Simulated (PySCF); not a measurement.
Al(H)2(NEtMe), C3H10AlN, SMILES [N]([AlH2])(CC)C at its GFN2-xTB optimised geometry (Å):

```
15

Al    -1.2554     0.0065     0.0000
H     -2.0219     1.3443     0.0000
H     -2.0365    -1.3224    -0.0057
N      0.5396     0.0065     0.0000
C      1.3503    -1.1990    -0.0220
C      1.2900     1.2495     0.0434
C      1.9821     1.5035     1.3835
H      1.9381    -1.3194     0.8934
H      2.0365    -1.1977    -0.8768
H      0.6788    -2.0565    -0.1133
H      2.0361     1.2709    -0.7630
H      0.5661     2.0565    -0.1366
H      2.7686     0.7745     1.5616
H      2.4253     2.4961     1.3918
H      1.2539     1.4346     2.1899
```

Level of theory: PySCF with PBE0/def2-TZVP.

Map of the electron localisation function on the plane z = 1.0 Å:

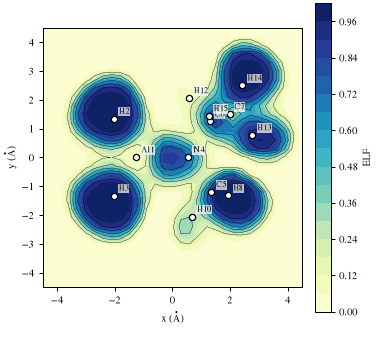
Fig. 1. Electron localisation function on the plane z = 1.0 Å.
